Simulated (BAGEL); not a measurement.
# A workflow on GeSiH6 (SMILES [SiH3][GeH3])

Wanted: the energy (HF/def2-SVP), then the energy (NEVPT2(2,2)/def2-SVP), then the energy (CASPT2(2,2)/def2-SVP) of GeSiH6. 

The calculation is run with BAGEL 1.2.2.

2 further runs of the same task are left out: 2 set aside as unsound or not needed.

**1. Starting point**

GeSiH6: 8 atoms, total charge 0, spin state singlet. SMILES: `[SiH3][GeH3]`. The Si1–Ge2 distance was set to 6.658 Å, away from the relaxed value. At this shape a bond of the SMILES string is far longer than usual.

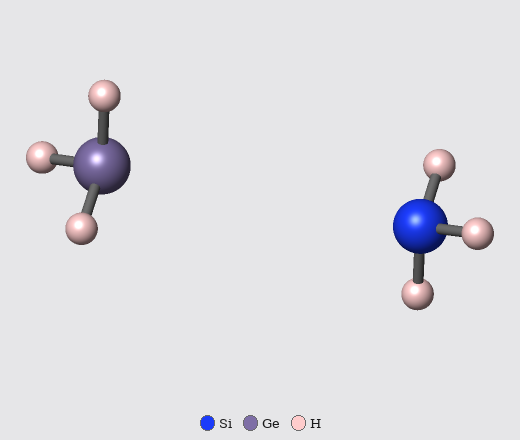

Viewed from a chosen angle; silicon blue, germanium purple, hydrogen pink.

**2. A single-point energy at HF/def2-SVP (density fitting with svp-jkfit) (run 1)**

Input file hf.json:

```json
{ "bagel": [

{
  "title": "molecule",
  "basis": "svp",
  "df_basis": "svp-jkfit",
  "angstrom": "true",
  "geometry": [
    { "atom": "Si", "xyz": [      -2.400220,       1.791040,      -4.587880 ] },
    { "atom": "Ge", "xyz": [       0.529700,      -0.393800,       0.977400 ] },
    { "atom": "H", "xyz": [      -3.778420,       2.261740,      -4.288580 ] },
    { "atom": "H", "xyz": [      -2.474320,       0.696140,      -5.590980 ] },
    { "atom": "H", "xyz": [      -1.622720,       2.919040,      -5.165080 ] },
    { "atom": "H", "xyz": [       0.619100,       0.733600,       2.019400 ] },
    { "atom": "H", "xyz": [       1.954300,      -0.890500,       0.679100 ] },
    { "atom": "H", "xyz": [      -0.269300,      -1.556200,       1.590100 ] }
  ]
},

{
  "title": "hf"
},

{
  "title": "print",
  "file": "orbitals.molden",
  "orbitals": "true"
}

]}
```

Run with:

```bash
$ BAGEL_NUM_THREADS=1 BAGEL hf.json > hf.out
```

Standard output:

```text
* using 1 threads per process

  ===============================================================
  ===============================================================

  *** Geometry ***

  { "atom" : "Si", "xyz" : [     -4.535758,      3.384575,     -8.669837 ] },
  { "atom" : "Ge", "xyz" : [      1.000988,     -0.744174,      1.847018 ] },
  { "atom" : "H", "xyz" : [     -7.140179,      4.274069,     -8.104242 ] },
  { "atom" : "H", "xyz" : [     -4.675787,      1.315514,    -10.565421 ] },
  { "atom" : "H", "xyz" : [     -3.066496,      5.516186,     -9.760587 ] },
  { "atom" : "H", "xyz" : [      1.169929,      1.386303,      3.816113 ] },
  { "atom" : "H", "xyz" : [      3.693092,     -1.682801,      1.283313 ] },
  { "atom" : "H", "xyz" : [     -0.508903,     -2.940792,      3.004854 ] },

  Number of auxiliary basis functions:      502

  Since a DF basis is specified, we compute 2- and 3-index integrals:
    o Being stored without compression. Storage requirement is 0.026 GB

  Number of basis functions:       80
  Number of electrons      :       52

    * METHOD: MOLECULE                             0.22

  *** RHF ***

  === Nuclear Repulsion ===
    95.4636543226

      * DIIS with orbital gradients will be used.

  === RHF iteration (svp) ===
      0      -2367.02613198          0.00902044           0.07
      1      -2366.93185726          0.01379167           0.07
      2      -2367.10957033          0.00732418           0.07
      3      -2367.19294014          0.00157367           0.07
      4      -2367.19551979          0.00085843           0.07
      5      -2367.19601726          0.00055351           0.07
      6      -2367.19616893          0.00037870           0.07
      7      -2367.19628408          0.00015888           0.07
      8      -2367.19630783          0.00000393           0.07
      9      -2367.19630786          0.00000089           0.07
     10      -2367.19630787          0.00000017           0.07
     11      -2367.19630787          0.00000005           0.07
     12      -2367.19630787          0.00000002           0.07
     13      -2367.19630787          0.00000001           0.07
     14      -2367.19630787          0.00000000           0.07
    * SCF iteration converged.

    * Permanent dipole moment:
           (    0.064444,    -0.048101,     0.122529) a.u.

    * METHOD: HF                                   1.25

    * METHOD: PRINT                                0.02

  ===============================================================
```

Run time: 1.6 s. Hardware: 1 thread of Arm Neoverse V1, shared host; peak memory 0.15 GiB.

**3. A single-point energy at NEVPT2(2,2)/def2-SVP (density fitting with svp-jkfit) (run 2)**

Input file input.json:

```json
{ "bagel" : [

{
  "title" : "molecule",
  "basis" : "svp",
  "df_basis" : "svp-jkfit",
  "angstrom" : true,
  "geometry" : [
    { "atom" : "Si", "xyz" : [      -2.400220,       1.791040,      -4.587880 ] },
    { "atom" : "Ge", "xyz" : [       0.529700,      -0.393800,       0.977400 ] },
    { "atom" : "H", "xyz" : [      -3.778420,       2.261740,      -4.288580 ] },
    { "atom" : "H", "xyz" : [      -2.474320,       0.696140,      -5.590980 ] },
    { "atom" : "H", "xyz" : [      -1.622720,       2.919040,      -5.165080 ] },
    { "atom" : "H", "xyz" : [       0.619100,       0.733600,       2.019400 ] },
    { "atom" : "H", "xyz" : [       1.954300,      -0.890500,       0.679100 ] },
    { "atom" : "H", "xyz" : [      -0.269300,      -1.556200,       1.590100 ] }
  ]
},

{
  "title" : "hf"
},

{
  "title" : "nevpt2",
  "nstate" : 1,
  "nact" : 2,
  "nclosed" : 25,
  "active" : [26, 27],
  "maxiter" : 200,
  "natocc" : true,
  "ncore" : 14
},

{
  "title" : "print",
  "file" : "orbitals.molden",
  "orbitals" : true
}

]}
```

Run with:

```bash
$ BAGEL_NUM_THREADS=1 BAGEL input.json > input.out
```

Standard output:

```text
* using 1 threads per process

  ===============================================================
  ===============================================================

  *** Geometry ***

  { "atom" : "Si", "xyz" : [     -4.535758,      3.384575,     -8.669837 ] },
  { "atom" : "Ge", "xyz" : [      1.000988,     -0.744174,      1.847018 ] },
  { "atom" : "H", "xyz" : [     -7.140179,      4.274069,     -8.104242 ] },
[... 4 lines of this table left out ...]
  { "atom" : "H", "xyz" : [     -0.508903,     -2.940792,      3.004854 ] },

  Number of auxiliary basis functions:      502

  Since a DF basis is specified, we compute 2- and 3-index integrals:
    o Being stored without compression. Storage requirement is 0.026 GB

[... 18 lines left out ...]
    * SCF iteration converged.
[... 1 line left out ...]
    * Permanent dipole moment:
[... 28 lines left out ...]
    * Second-order optimization converged. *

     guess   0:   closed 1.                   open ..

  === FCI iteration ===

      0  0     -2367.18426571     7.67e-02      0.00
      1  0     -2367.33392223     1.64e-03      0.00
      2  0 *   -2367.33395732     2.78e-16      0.00

     * ci vector, state   0, <S^2> = 0.0000
       2.     0.7156295841
       .2    -0.6984799914

  === DF-NEVPT2 calculation ===

    * 3-index integral transformation done
    * assembly done

      NEVPT2 correlation energy:   -0.3212740267      0.13

          (+0)     -0.2765547120
          (+0)'    -0.0055705664
          (+1)     -0.0082825869
          (+1)'    -0.0000000000
          (+2)     -0.0000010588
          (-1)     -0.0308575284
          (-1)'     0.0000000000
          (-2)     -0.0000075742

      NEVPT2 total energy:       -2367.6552313509

    * METHOD: NEVPT2                               1.96

    * METHOD: PRINT                                0.02

  ===============================================================
```

Run time: 3.6 s. Hardware: 1 thread of Arm Neoverse V1, shared host; peak memory 0.15 GiB.

**4. A single-point energy at CASPT2(2,2)/def2-SVP (density fitting with svp-jkfit) (run 3)**

Input file calc.json:

```json
{ "bagel" : [

{
  "title" : "molecule",
  "basis" : "svp",
  "df_basis" : "svp-jkfit",
  "angstrom" : true,
  "geometry" : [
    { "atom" : "Si", "xyz" : [   -2.400220,    1.791040,   -4.587880 ] },
    { "atom" : "Ge", "xyz" : [    0.529700,   -0.393800,    0.977400 ] },
    { "atom" : "H", "xyz" : [   -3.778420,    2.261740,   -4.288580 ] },
    { "atom" : "H", "xyz" : [   -2.474320,    0.696140,   -5.590980 ] },
    { "atom" : "H", "xyz" : [   -1.622720,    2.919040,   -5.165080 ] },
    { "atom" : "H", "xyz" : [    0.619100,    0.733600,    2.019400 ] },
    { "atom" : "H", "xyz" : [    1.954300,   -0.890500,    0.679100 ] },
    { "atom" : "H", "xyz" : [   -0.269300,   -1.556200,    1.590100 ] }
  ]
},
{ "title" : "hf" },
{ "title" : "casscf", "nstate" : 1, "nact" : 2, "nclosed" : 25, "active" : [26, 27], "maxiter" : 200, "natocc" : true },
{ "title" : "print", "file" : "orbitals.molden", "orbitals" : true },
{ "title" : "smith", "method" : "caspt2", "ms" : true, "xms" : true, "sssr" : true, "shift" : 0.2, "shift_imag" : true, "ncore" : 14 }

]}
```

Run with:

```bash
$ BAGEL_NUM_THREADS=1 BAGEL calc.json > calc.out
```

Standard output:

```text
* using 1 threads per process

  ===============================================================
  ===============================================================

  *** Geometry ***

  { "atom" : "Si", "xyz" : [     -4.535758,      3.384575,     -8.669837 ] },
  { "atom" : "Ge", "xyz" : [      1.000988,     -0.744174,      1.847018 ] },
  { "atom" : "H", "xyz" : [     -7.140179,      4.274069,     -8.104242 ] },
[... 4 lines of this table left out ...]
  { "atom" : "H", "xyz" : [     -0.508903,     -2.940792,      3.004854 ] },

  Number of auxiliary basis functions:      502

  Since a DF basis is specified, we compute 2- and 3-index integrals:
    o Being stored without compression. Storage requirement is 0.026 GB

[... 18 lines left out ...]
    * SCF iteration converged.
[... 1 line left out ...]
    * Permanent dipole moment:
[... 27 lines left out ...]
    * Second-order optimization converged. *
[... 9 lines left out ...]
     * ci vector, state   0, <S^2> = 0.0000
[... 16 lines left out ...]
    * Zeroth order energy : state  0       -0.2937268170
[... 4 lines left out ...]
       #      aibj      arbs      arbi      airj      risj      airs      arst      rist         Etot      error   time
[... 2 lines left out ...]
       0  -0.27541  -0.00001  -0.03396  -0.00916  -0.00000  -0.00540  -0.00000  -0.00000   -0.3239294  0.0003319   0.07
       1  -0.27541  -0.00001  -0.03397  -0.00916  -0.00000  -0.00543  -0.00000  -0.00000   -0.3239927  0.0000348   0.06
       2  -0.27541  -0.00001  -0.03397  -0.00916  -0.00000  -0.00544  -0.00000  -0.00000   -0.3239934  0.0000028   0.06
       3  -0.27541  -0.00001  -0.03397  -0.00916  -0.00000  -0.00544  -0.00000  -0.00000   -0.3239934  0.0000002   0.06

      ------------------------------------------------------------------------------------------------------------------

    * CASPT2 energy : state  0    -2367.6599478393
        w/o shift correction      -2367.6579507322
        reference weight              0.9039648666

    * METHOD: SMITH                                0.46

  ===============================================================
```

Run time: 3.9 s. Hardware: 1 thread of Arm Neoverse V1, shared host; peak memory 0.15 GiB.

**5. Summary of results**

| quantity | value |
| --- | --- |
| run 1, HF/def2-SVP: total energy | -2367.19631 Eh |
| run 1, HF/def2-SVP: dipole moment | 0.37 D |
| run 1, HF/def2-SVP: HOMO energy | -5.47 eV |
| run 1, HF/def2-SVP: LUMO energy | -2.78 eV |
| run 1, HF/def2-SVP: HOMO–LUMO gap | 2.70 eV |
| run 2, NEVPT2(2,2)/def2-SVP: total energy | -2367.65523 Eh |
| run 3, CASPT2(2,2)/def2-SVP: total energy | -2367.65995 Eh |

In words: One bond (run 1, HF/def2-SVP) is far stretched, which a spin-restricted single reference describes badly; a broken-symmetry solution may lie lower.
